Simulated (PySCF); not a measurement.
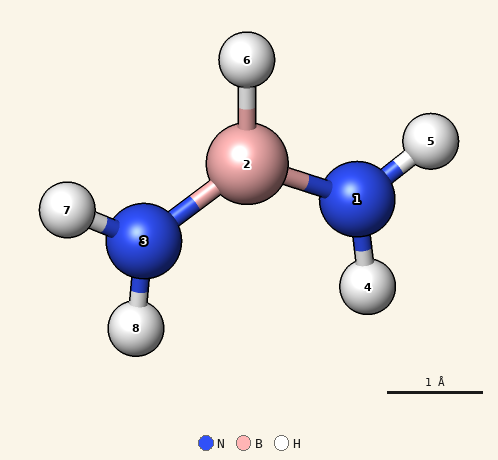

*The structure as given in the input (ball-and-stick view, seen at a tilt; atoms are numbered from 1 in the order of the input).*

## BN$_{2}$H$_{5}$ (charge +1): geometry relaxation (part 1 of 2)

- system: BN$_{2}$H$_{5}$, charge +1, multiplicity 2
- method: B3LYP/6-31G*, UKS (PySCF 2.14.0)

The atoms were displaced at random from an optimised geometry. The geometry is that of the parent species in another charge or spin state. Figures and captions count atoms from 1; the log counts them from 0 in places.

### What the program printed
```
#|     Arguments passed to driver run_optimizer():      |#
customengine              <pyscf.geomopt.geometric_solver.PySCFEngine object>
maxiter                   80
----------------------------------------------------------
Custom engine selected.
Bonds will be generated from interatomic distances less than 1.20 times sum of covalent radii
24 internal coordinates being used (instead of 24 Cartesians)
Internal coordinate system (atoms numbered from 1):
Distance 1-2
Distance 1-4
Distance 1-5
Distance 2-3
Distance 2-6
Distance 3-7
Distance 3-8
Angle 2-1-5
Angle 4-1-5
Angle 1-2-6
Angle 3-2-6
Angle 2-3-8
Angle 7-3-8
Out-of-Plane 1-2-4-5
Out-of-Plane 2-1-3-6
Out-of-Plane 3-2-7-8
Dihedral 4-1-2-3
Dihedral 4-1-2-6
Dihedral 5-1-2-3
Dihedral 5-1-2-6
Dihedral 1-2-3-7
Dihedral 1-2-3-8
Dihedral 6-2-3-7
Dihedral 6-2-3-8
Translation-X 1-8
Translation-Y 1-8
Translation-Z 1-8
Rotation-A 1-8
Rotation-B 1-8
Rotation-C 1-8
<class 'geometric.internal.Distance'> : 7
<class 'geometric.internal.Angle'> : 6
<class 'geometric.internal.OutOfPlane'> : 3
<class 'geometric.internal.Dihedral'> : 8
<class 'geometric.internal.TranslationX'> : 1
<class 'geometric.internal.TranslationY'> : 1
<class 'geometric.internal.TranslationZ'> : 1
<class 'geometric.internal.RotationA'> : 1
<class 'geometric.internal.RotationB'> : 1
<class 'geometric.internal.RotationC'> : 1
> ===== Optimization Info: ====
> Job type: Energy minimization
> Maximum number of optimization cycles: 80
> Initial / maximum trust radius (Angstrom): 0.100 / 0.300
> Convergence Criteria:
> Will converge when all 5 criteria are reached:
>  |Delta-E| < 1.00e-06
>  RMS-Grad  < 3.00e-04
>  Max-Grad  < 4.50e-04
>  RMS-Disp  < 1.20e-03
>  Max-Disp  < 1.80e-03
> === End Optimization Info ===

Geometry optimization cycle 1
Cartesian coordinates (Angstrom)
 Atom        New coordinates             dX        dY        dZ
   N  -0.985300   0.529967  -0.580280    0.000000  0.000000  0.000000
   B   0.203705   0.378216   0.189566   -0.000000  0.000000  0.000000
   N   0.865701  -0.815114   0.380480    0.000000  0.000000 -0.000000
   H  -1.430209  -0.246917  -1.062144    0.000000  0.000000  0.000000
   H  -1.434644   1.407416  -0.707746    0.000000  0.000000  0.000000
   H   0.672687   1.368000   0.672878    0.000000  0.000000  0.000000
   H   1.681176  -0.871642   0.963450   -0.000000  0.000000  0.000000
   H   0.540775  -1.687926   0.021914   -0.000000  0.000000  0.000000

WARN: Mole.unit (angstrom) is changed to Bohr

WARN: HOMO -0.308239465996101 >= LUMO -0.308239465996101

converged SCF energy = -137.10690185151  <S^2> = 0.77041011  2S+1 = 2.020307
--------------- SecondOrderUKS_Scanner gradients ---------------
         x                y                z
0 N    -0.0080039888     0.0348716519     0.0025708463
1 B    -0.0071354701    -0.0585463658    -0.0127038697
2 N     0.0045364690     0.0164633542     0.0026961955
3 H     0.0063969929     0.0010836539     0.0041048919
4 H     0.0107727642    -0.0219488944     0.0023277182
5 H     0.0038167060     0.0047636650     0.0016319310
6 H    -0.0122792607     0.0017099083    -0.0064675689
7 H     0.0018942308     0.0216036098     0.0058394424
----------------------------------------------
cycle 1: E = -137.106901852  dE = -137.107  norm(grad) = 0.0814101
Step    0 : Gradient = 2.878e-02/6.033e-02 (rms/max) Energy = -137.1069018515
Hessian Eigenvalues: 2.30000e-02 2.30000e-02 2.61057e-02 ... 4.80438e-01 4.87552e-01 4.94802e-01

Geometry optimization cycle 2
Cartesian coordinates (Angstrom)
 Atom        New coordinates             dX        dY        dZ
   N  -0.944175   0.481583  -0.563828    0.041125 -0.048384  0.016452
   B   0.246081   0.477566   0.237496    0.042376  0.099350  0.047930
   N   0.826201  -0.799987   0.358675   -0.039500  0.015127 -0.021805
   H  -1.367771  -0.321347  -1.032452    0.062438 -0.074430  0.029692
   H  -1.450049   1.344659  -0.731867   -0.015405 -0.062757 -0.024121
   H   0.703883   1.465701   0.714869    0.031196  0.097701  0.041991
   H   1.655904  -0.930874   0.929964   -0.025272 -0.059232 -0.033486
   H   0.443849  -1.655313  -0.034730   -0.096926  0.032613 -0.056644
converged SCF energy = -137.111993385564  <S^2> = 0.77113077  2S+1 = 2.0210203
--------------- SecondOrderUKS_Scanner gradients ---------------
         x                y                z
0 N     0.0017536508    -0.0031623372     0.0012783928
1 B     0.0039083057    -0.0103859329     0.0041759168
2 N    -0.0061416353     0.0055530486    -0.0072624287
3 H    -0.0007763643     0.0003583144    -0.0009253709
4 H     0.0042748141    -0.0048401965     0.0014605612
5 H     0.0025328083     0.0042193035     0.0010009587
6 H    -0.0043506814     0.0042867731    -0.0004798221
7 H    -0.0012045984     0.0039746119     0.0007549336
----------------------------------------------
cycle 2: E = -137.111993386  dE = -0.00509153  norm(grad) = 0.0200645
Step    1 : Displace = 9.140e-02/1.182e-01 (rms/max) Trust = 1.000e-01 (=) Grad = 7.094e-03/1.186e-02 (rms/max) E (change) = -137.1119933856 (-5.092e-03) Quality = 0.620
Hessian Eigenvalues: 2.29999e-02 2.30008e-02 2.60889e-02 ... 4.71375e-01 4.85225e-01 5.20155e-01

Geometry optimization cycle 3
Cartesian coordinates (Angstrom)
 Atom        New coordinates             dX        dY        dZ
   N  -0.972059   0.511737  -0.585132   -0.027884  0.030154 -0.021304
   B   0.230862   0.460246   0.213833   -0.015219 -0.017320 -0.023663
   N   0.858462  -0.820161   0.393013    0.032261 -0.020174  0.034338
   H  -1.424229  -0.273832  -1.059803   -0.056458  0.047515 -0.027351
   H  -1.470195   1.399535  -0.733521   -0.020146  0.054876 -0.001654
   H   0.668298   1.440660   0.695069   -0.035585 -0.025040 -0.019800
   H   1.709017  -0.950626   0.949700    0.053114 -0.019751  0.019736
   H   0.514062  -1.705843   0.004745    0.070213 -0.050530  0.039475
converged SCF energy = -137.112773954788  <S^2> = 0.77294788  2S+1 = 2.0228177
--------------- SecondOrderUKS_Scanner gradients ---------------
         x                y                z
0 N    -0.0019030970    -0.0013971462    -0.0015515076
1 B     0.0026358768     0.0014285837     0.0022398324
2 N     0.0039201580     0.0037531781     0.0027598915
3 H    -0.0013373160    -0.0004597193    -0.0012186096
4 H    -0.0036653054     0.0050313477    -0.0012404560
5 H    -0.0012168400    -0.0012146415    -0.0012327387
6 H     0.0026627013    -0.0032110204     0.0014608905
7 H    -0.0010970390    -0.0039300598    -0.0012166371
----------------------------------------------
cycle 3: E = -137.112773955  dE = -0.000780569  norm(grad) = 0.0120403
Step    2 : Displace = 6.164e-02/9.465e-02 (rms/max) Trust = 1.000e-01 (=) Grad = 4.257e-03/6.347e-03 (rms/max) E (change) = -137.1127739548 (-7.806e-04) Quality = 0.456
Hessian Eigenvalues: 2.29213e-02 2.30164e-02 2.58161e-02 ... 4.79355e-01 4.91852e-01 5.70814e-01

Geometry optimization cycle 4
Cartesian coordinates (Angstrom)
 Atom        New coordinates             dX        dY        dZ
   N  -0.962335   0.509801  -0.578916    0.009724 -0.001936  0.006217
   B   0.233708   0.466581   0.217187    0.002845  0.006335  0.003354
   N   0.839657  -0.819103   0.381813   -0.018806  0.001058 -0.011200
   H  -1.394297  -0.292692  -1.039997    0.029932 -0.018860  0.019806
   H  -1.466157   1.385162  -0.736991    0.004037 -0.014373 -0.003471
   H   0.680365   1.442930   0.705649    0.012067  0.002269  0.010580
   H   1.688725  -0.933235   0.937725   -0.020292  0.017391 -0.011975
   H   0.494619  -1.697777  -0.008624   -0.019443  0.008066 -0.013369
converged SCF energy = -137.113154503017  <S^2> = 0.7723234  2S+1 = 2.0222002
--------------- SecondOrderUKS_Scanner gradients ---------------
         x                y                z
0 N    -0.0016512734     0.0006528720    -0.0008905396
1 B     0.0023523147    -0.0013332795     0.0012763746
2 N     0.0000870978     0.0000818004    -0.0001534905
3 H     0.0005812658    -0.0005852278     0.0000886755
4 H    -0.0004939215     0.0010062917     0.0000215725
5 H    -0.0005963835     0.0001676067    -0.0004328726
6 H     0.0001688637     0.0004071798     0.0003164893
7 H    -0.0004491873    -0.0003962738    -0.0002258202
----------------------------------------------
cycle 4: E = -137.113154503  dE = -0.000380548  norm(grad) = 0.00401804
Step    3 : Displace = 2.318e-02/4.064e-02 (rms/max) Trust = 1.000e-01 (=) Grad = 1.421e-03/2.990e-03 (rms/max) E (change) = -137.1131545030 (-3.805e-04) Quality = 1.033
Hessian Eigenvalues: 2.28595e-02 2.29721e-02 2.58276e-02 ... 4.71123e-01 4.84341e-01 5.37590e-01

Geometry optimization cycle 5
Cartesian coordinates (Angstrom)
 Atom        New coordinates             dX        dY        dZ
   N  -0.960174   0.504956  -0.578366    0.002161 -0.004846  0.000550
   B   0.232244   0.469014   0.218519   -0.001464  0.002433  0.001332
   N   0.838965  -0.815770   0.383105   -0.000692  0.003333  0.001292
   H  -1.400574  -0.292304  -1.039672   -0.006278  0.000389  0.000324
   H  -1.460083   1.379892  -0.739301    0.006075 -0.005270 -0.002309
   H   0.681251   1.444508   0.708475    0.000886  0.001578  0.002826
   H   1.688477  -0.936970   0.935635   -0.000248 -0.003736 -0.002090
   H   0.494290  -1.691747  -0.010587   -0.000329  0.006030 -0.001963
converged SCF energy = -137.113174155404  <S^2> = 0.77220813  2S+1 = 2.0220862
--------------- SecondOrderUKS_Scanner gradients ---------------
         x                y                z
0 N    -0.0003416849    -0.0002555633    -0.0002031650
1 B     0.0009593639    -0.0009276439     0.0004665968
2 N    -0.0004835766     0.0007958579    -0.0002748675
3 H    -0.0002054733     0.0003909102    -0.0001979126
4 H     0.0002583953    -0.0005550493     0.0001529579
5 H    -0.0000274912     0.0002605166    -0.0000297886
6 H    -0.0003145498    -0.0001664356    -0.0001861788
7 H     0.0001535749     0.0004585757     0.0002732601
----------------------------------------------
cycle 5: E = -137.113174155  dE = -1.96524e-05  norm(grad) = 0.00208244
Step    4 : Displace = 5.375e-03/8.326e-03 (rms/max) Trust = 1.414e-01 (+) Grad = 7.363e-04/1.414e-03 (rms/max) E (change) = -137.1131741554 (-1.965e-05) Quality = 0.697
Hessian Eigenvalues: 2.14258e-02 2.29413e-02 2.58272e-02 ... 4.80794e-01 4.90358e-01 5.68658e-01

Geometry optimization cycle 6
Cartesian coordinates (Angstrom)
 Atom        New coordinates             dX        dY        dZ
   N  -0.960683   0.506839  -0.578431   -0.000510  0.001883 -0.000065
   B   0.230786   0.469207   0.218529   -0.001458  0.000193  0.000010
   N   0.838242  -0.816888   0.383022   -0.000723 -0.001117 -0.000083
   H  -1.399691  -0.293319  -1.036275    0.000883 -0.001015  0.003397
   H  -1.460378   1.381915  -0.742485   -0.000296  0.002023 -0.003185
   H   0.681547   1.442856   0.709744    0.000296 -0.001652  0.001269
   H   1.688684  -0.935194   0.935423    0.000207  0.001777 -0.000212
   H   0.496006  -1.693931  -0.011787    0.001715 -0.002184 -0.001200
converged SCF energy = -137.113183121858  <S^2> = 0.77224116  2S+1 = 2.0221188
--------------- SecondOrderUKS_Scanner gradients ---------------
         x                y                z
0 N    -0.0002461336    -0.0000162884    -0.0001094734
1 B     0.0005868840    -0.0004357573     0.0002927595
2 N    -0.0002945928     0.0003541093    -0.0001519019
3 H     0.0000112661     0.0000457973    -0.0000833635
4 H     0.0000443887    -0.0000900273     0.0000714017
5 H    -0.0000803686     0.0000890818    -0.0000754192
6 H    -0.0000530794    -0.0000290910    -0.0000254861
7 H     0.0000302525     0.0000832759     0.0000823383
----------------------------------------------
cycle 6: E = -137.113183122  dE = -8.96645e-06  norm(grad) = 0.000995732
Step    5 : Displace = 2.555e-03/3.777e-03 (rms/max) Trust = 1.414e-01 (=) Grad = 3.520e-04/7.874e-04 (rms/max) E (change) = -137.1131831219 (-8.966e-06) Quality = 1.320
Hessian Eigenvalues: 1.80735e-02 2.29468e-02 2.58282e-02 ... 4.77598e-01 4.92147e-01 5.37195e-01

Geometry optimization cycle 7
Cartesian coordinates (Angstrom)
 Atom        New coordinates             dX        dY        dZ
   N  -0.960920   0.507538  -0.578621   -0.000237  0.000699 -0.000190
   B   0.229353   0.469311   0.218614   -0.001433  0.000104  0.000085
   N   0.838063  -0.817448   0.383180   -0.000178 -0.000560  0.000158
   H  -1.401267  -0.293579  -1.033467   -0.001575 -0.000261  0.002808
   H  -1.459211   1.383009  -0.745620    0.001167  0.001094 -0.003135
   H   0.681729   1.441479   0.711194    0.000182 -0.001376  0.001450
   H   1.688917  -0.934089   0.935522    0.000233  0.001105  0.000100
   H   0.498046  -1.694895  -0.013183    0.002040 -0.000964 -0.001396
converged SCF energy = -137.113185149851  <S^2> = 0.77225717  2S+1 = 2.0221347
--------------- SecondOrderUKS_Scanner gradients ---------------
         x                y                z
0 N    -0.0000248520     0.0000100572     0.0000226356
1 B     0.0000729795    -0.0000320877     0.0000315971
2 N    -0.0000652564     0.0000314776    -0.0000325226
3 H     0.0000257079    -0.0000111472    -0.0000291414
4 H    -0.0000200626     0.0000252990     0.0000057340
5 H    -0.0000132326     0.0000027542    -0.0000202835
6 H     0.0000278089     0.0000210238     0.0000171354
7 H    -0.0000044752    -0.0000463140     0.0000057280
----------------------------------------------
cycle 7: E = -137.11318515  dE = -2.02799e-06  norm(grad) = 0.000147996
Step    6 : Displace = 2.184e-03/3.465e-03 (rms/max) Trust = 2.000e-01 (+) Grad = 5.232e-05/8.576e-05 (rms/max) E (change) = -137.1131851499 (-2.028e-06) Quality = 1.115
Hessian Eigenvalues: 1.47847e-02 2.29394e-02 2.58287e-02 ... 4.81150e-01 4.99831e-01 5.39564e-01

Geometry optimization cycle 8
Cartesian coordinates (Angstrom)
 Atom        New coordinates             dX        dY        dZ
   N  -0.960794   0.507496  -0.578682    0.000126 -0.000042 -0.000061
   B   0.229185   0.469545   0.218745   -0.000168  0.000235  0.000131
   N   0.838079  -0.817310   0.383228    0.000015  0.000137  0.000048
   H  -1.401567  -0.294012  -1.032393   -0.000300 -0.000433  0.001075
   H  -1.458787   1.382935  -0.746590    0.000424 -0.000074 -0.000969
   H   0.681719   1.441523   0.711598   -0.000010  0.000043  0.000403
   H   1.688812  -0.934555   0.935586   -0.000105 -0.000466  0.000063
   H   0.498213  -1.694412  -0.013968    0.000167  0.000483 -0.000785
converged SCF energy = -137.113185273077  <S^2> = 0.77225516  2S+1 = 2.0221327
--------------- SecondOrderUKS_Scanner gradients ---------------
         x                y                z
0 N     0.0000047620     0.0000084010     0.0000276703
1 B    -0.0000439792     0.0000206615    -0.0000301475
2 N    -0.0000003401     0.0000128221    -0.0000018007
3 H     0.0000243227    -0.0000134373    -0.0000076234
4 H    -0.0000063981     0.0000126253     0.0000008229
5 H     0.0000081930    -0.0000057160     0.0000013839
6 H     0.0000096665    -0.0000184013    -0.0000004062
7 H     0.0000023733    -0.0000158848     0.0000110170
----------------------------------------------
cycle 8: E = -137.113185273  dE = -1.23226e-07  norm(grad) = 7.90009e-05
```
